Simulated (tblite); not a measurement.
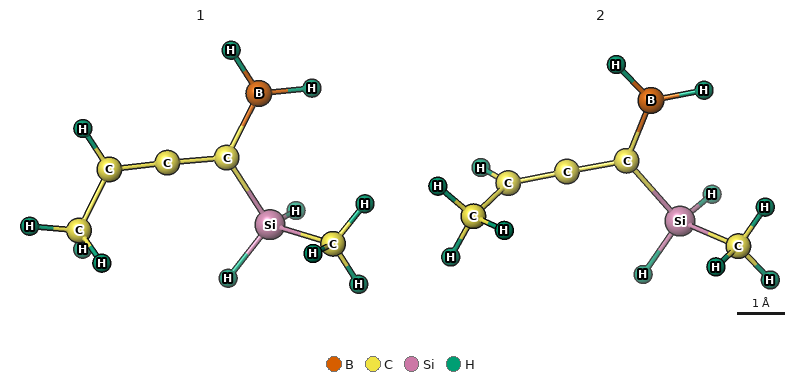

Two geometries of C5H11BSi, drawn at one scale. One is the start of a relaxation, the other its converged end. A ball-and-stick model, seen face on.

Theory: GFN2-xTB geometry optimisation, gas phase in tblite 0.8.0. 

**Which of the two is the end point?**

Structure 2 is the relaxed one. The largest move after the best rigid fit is that of an H atom, 2.01 Å. Largest moves by element: H 2.01 Å, C 0.75 Å, B 0.44 Å, Si 0.32 Å. Some distances before and after: C–Si 1.833 → 1.903 Å, C–Si 1.864 → 1.899 Å, C–H 1.116 → 1.090 Å, B–C 1.564 → 1.539 Å. Bond angles that change, for instance: C–C–H 120.2° → 115.8°, C–C–C 121.5° → 124.8°, C–C–Si 120.3° → 117.9°. Groups turn about C–C by about 60°. Over 135 geometry steps the energy falls by 1.187 eV. The run took 0.78 s on 1 thread of Arm Neoverse V2, on a shared host.
